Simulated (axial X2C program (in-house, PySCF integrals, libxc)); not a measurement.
**FGaF⁻: bond lengths and stretches, held linear**

Aim: the two bond lengths and stretching wavenumbers of linear FGaF⁻, with and without spin–orbit coupling, at PBE0, HF, r2SCAN, MP2.

Program: an in-house X2C program for linear molecules on PySCF integrals. Level of theory: all-electron X2C, two-component (2c) or spin-free, F dyall-av3z, Ga dyall-v3z. These are calculated values, not measurements.

All values are calculated.

2 further runs of the same task are left out: 2 set aside as unsound or not needed.

## (1) The job

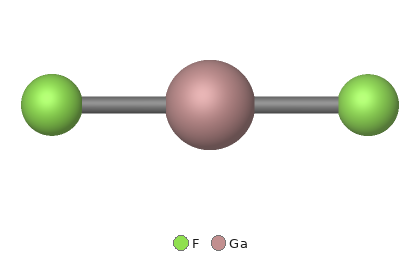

The atoms on one line, bonds 1.880 and 1.880 Å (fluorine green, gallium pink).

task.json

```json
{"zs": [9, 31, 9], "q": -1, "bas": ["dyall-av3z", "dyall-v3z", "dyall-av3z"], "r0": [1.88, 1.88], "symm": 1, "scan": ["PBE0", "HF", "r2SCAN"], "levels": ["PBE0", "HF", "PBE"], "nst": 2}
```

Keys: zs atomic numbers; q charge; bas basis sets; r0 starting distance in Å; symm equal bonds; scan levels of the two-bond scan (MP2 follows by itself at each HF point); levels methods; nst determinants followed.

On the command line:

```sh
$ python solin.py task.json out
```

Masses F 18.998, Ga 68.926, F 18.998 u.

## (2) Scan at PBE0, 2c

State: Ω = 0 (all partner blocks equally filled). Energies above the lowest point, from the job's result record:

```tsv
r(F–Ga) (Å)	r(Ga–F) (Å)	E (meV)
1.9656	1.9656	18.55
1.9656	2.0160	7.60
1.9656	2.0664	10.97
2.0160	1.9656	7.60
2.0160	2.0160	0.00
2.0160	2.0664	6.81
2.0160	2.1168	24.50
2.0664	1.9656	10.97
2.0664	2.0160	6.81
2.0664	2.0664	17.12
2.1168	2.0160	24.50
2.1168	2.1168	63.13
```

A quadratic surface with cubic terms in each bond gives the minimum at 2.015 and 2.015 Å, force constants 0.913, 0.913 and coupling 0.22 mdyn/Å.

## (3) Scan at HF, 2c

State: Ω = 0 (all partner blocks equally filled). Energies above the lowest point, from the job's result record:

```tsv
r(F–Ga) (Å)	r(Ga–F) (Å)	E (meV)
1.9656	1.9656	13.78
1.9656	2.0160	5.10
1.9656	2.0664	8.05
2.0160	1.9656	5.10
2.0160	2.0160	0.00
2.0160	2.0664	6.71
2.0160	2.1168	21.94
2.0664	1.9656	8.05
2.0664	2.0160	6.71
2.0664	2.0664	17.35
2.1168	2.0160	21.94
2.1168	2.1168	59.89
```

A quadratic surface with cubic terms in each bond gives the minimum at 2.011 and 2.011 Å, force constants 0.769, 0.769 and coupling 0.25 mdyn/Å.

## (4) Scan at r2SCAN, 2c

State: Ω = 0 (all partner blocks equally filled). Energies above the lowest point, from the job's result record:

```tsv
r(F–Ga) (Å)	r(Ga–F) (Å)	E (meV)
1.9656	1.9656	11.26
1.9656	2.0160	3.93
1.9656	2.0664	10.88
2.0160	1.9656	3.93
2.0160	2.0160	0.00
2.0160	2.0664	10.46
2.0160	2.1168	31.51
2.0664	1.9656	10.88
2.0664	2.0160	10.46
2.0664	2.0664	24.50
2.1168	2.0160	31.51
2.1168	2.1168	77.47
```

A quadratic surface with cubic terms in each bond gives the minimum at 2.005 and 2.005 Å, force constants 0.961, 0.961 and coupling 0.22 mdyn/Å.

## (5) The levels side by side

| level | r(F–Ga) (Å) | r(Ga–F) (Å) | lower stretch (cm⁻¹) | upper stretch (cm⁻¹) |
| --- | --- | --- | --- | --- |
| PBE0, 2c | 2.015 | 2.015 | 310.0 | 318.2 |
| HF, 2c | 2.011 | 2.011 | 269.4 | 301.0 |
| r2SCAN, 2c | 2.005 | 2.005 | 319.4 | 325.4 |
| MP2, 2c | 2.008 | 2.008 | 320.1 | 322.6 |
| PBE0, spin-free | 2.015 | 2.015 | 310.2 | 318.0 |
| HF, spin-free | 2.011 | 2.011 | 269.7 | 300.8 |
| r2SCAN, spin-free | 2.004 | 2.004 | 319.7 | 325.2 |
| MP2, spin-free | 2.007 | 2.007 | 320.3 | 322.5 |

Scans not shown above were run alike.

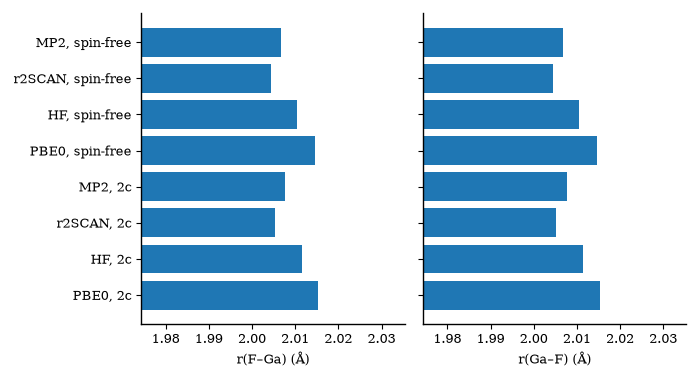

The two bond lengths by level.

**Reading.** Over the levels the F–Ga bond spans 2.004 to 2.015 Å and the Ga–F bond 2.004 to 2.015 Å. At PBE0 spin–orbit coupling leaves both bonds unchanged to 0.001 Å. Each state is one determinant, the lowest of a limited PBE0 search; the stretches come from a fit to few points and are good to some per cent at best. The stretches are sorted by size, and where the two bonds are alike the symmetric and antisymmetric modes can swap order between levels. MP2 freezes inner shells (threshold -2 hartree). For an anion the highest level of a functional can be positive, and the basis then holds the extra electron. The molecule was held linear; bending was not examined, so a bent shape may lie lower.
